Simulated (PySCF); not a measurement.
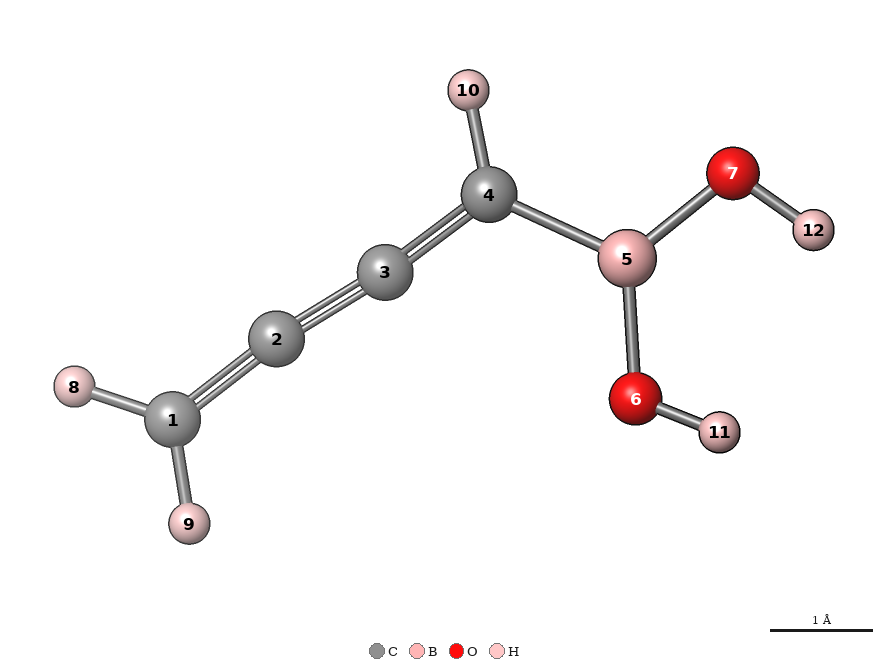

Orthographic view. Distant atoms are faded towards the background colour. Geometry: a frame of a GFN2-xTB molecular-dynamics simulation, not a minimum.

Write a MOL file (V2000) with the atoms in numerical order, bonds sorted by atom number with the orders drawn, and coordinates in the frame of the picture: x right, y up, z towards the viewer, origin at the mean position.

```
C4H5BO2
                    3D

 12 11  0  0  0  0  0  0  0  0999 V2000
   -2.8900   -1.0800   -0.6000 C   0  0  0  0  0  0  0  0  0  0  0  0
   -1.8700   -0.2900   -0.4000 C   0  0  0  0  0  0  0  0  0  0  0  0
   -0.7900    0.3700   -0.3100 C   0  0  0  0  0  0  0  0  0  0  0  0
    0.2300    1.1400    0.0500 C   0  0  0  0  0  0  0  0  0  0  0  0
    1.6000    0.5100    0.3800 B   0  0  0  0  0  0  0  0  0  0  0  0
    1.6800   -0.8800    0.5100 O   0  0  0  0  0  0  0  0  0  0  0  0
    2.6400    1.3500    0.4200 O   0  0  0  0  0  0  0  0  0  0  0  0
   -3.8600   -0.7600   -0.8300 H   0  0  0  0  0  0  0  0  0  0  0  0
   -2.7300   -2.1100   -0.5200 H   0  0  0  0  0  0  0  0  0  0  0  0
    0.0300    2.1700   -0.0900 H   0  0  0  0  0  0  0  0  0  0  0  0
    2.5100   -1.2100    0.8100 H   0  0  0  0  0  0  0  0  0  0  0  0
    3.4400    0.7900    0.5800 H   0  0  0  0  0  0  0  0  0  0  0  0
  1  2  2  0
  1  8  1  0
  1  9  1  0
  2  3  2  0
  3  4  2  0
  4  5  1  0
  4 10  1  0
  5  6  1  0
  5  7  1  0
  6 11  1  0
  7 12  1  0
M  END
```
